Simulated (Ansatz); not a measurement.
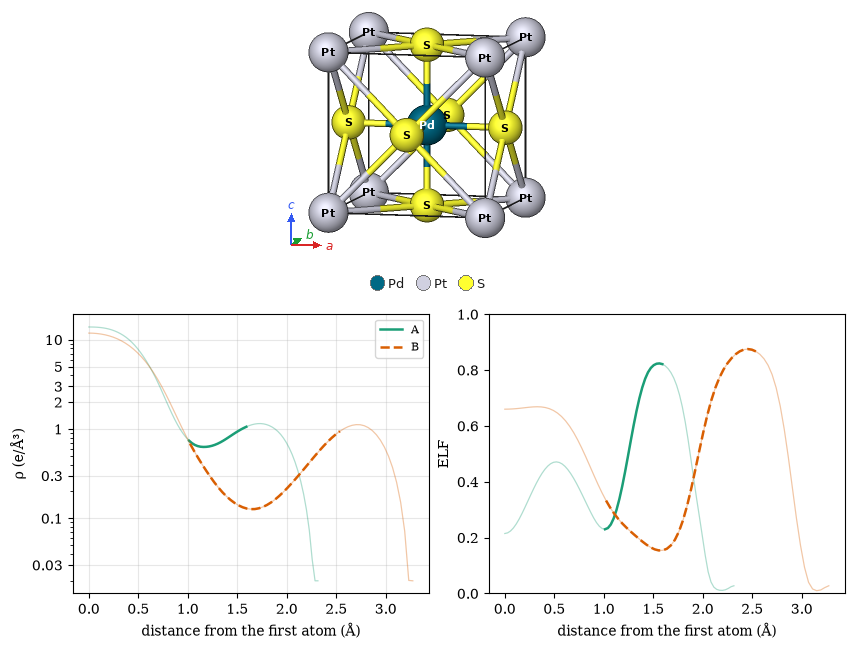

Figure 1: PdPtS₃. Valence electron density and ELF along straight lines between neighbouring atoms. Thin, pale parts lie inside the atomic spheres. The structure is drawn too.

Space group Pm-3m; a structure generated by program, which may or may not match a known phase.

These are results of DFT PBE, scalar-relativistic, plane waves, PAW in Ansatz 0.2.0, not measurements.

In a PAW calculation such maps are meaningful between the atoms, not at the nuclei.

Which curve belongs to which contact (Pd–S and Pt–S)? The first atom named is at distance zero.

Curve A: Pd–S (2.31 Å): the density is about 0.63 e/Å³ at the midpoint; the ELF peaks at about 0.80 in the valence shell of S, 0.8 Å from its nucleus, and is about 0.35 at the midpoint. Curve B: Pt–S (3.27 Å): ρ at the midpoint is about 0.13 e/Å³; the ELF is about 0.15 at the midpoint: no shared electron pair shows on this line.
